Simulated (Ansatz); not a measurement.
BaAl₄ (I4/mmm, No. 139) was calculated with BLYP (plane waves, PAW; Ansatz, an electronic-structure program).

Numerical settings: plane-wave cutoff 520 eV, 18×18×18 k mesh, Fermi–Dirac smearing 0.05 eV, scalar-relativistic PAW data made under PBE.

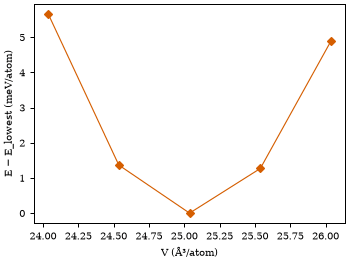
Figure: Total energy against volume

Task: From the curve, estimate the equilibrium volume and the bulk modulus.

Result: V0 ≈ 25.0 Å³/atom and B0 ≈ 42 GPa; the fit gives V0 = 25.038 Å³/atom, B0 = 42.1 GPa, B′ = 4.5.

Shape and atoms are relaxed at each volume.

Note: the volume lies 10 % above that of the published cell; the bulk modulus comes from volumes at which shape and atoms were relaxed.

Spin–orbit coupling is not included.

Static lattice: no zero-point or thermal effects.
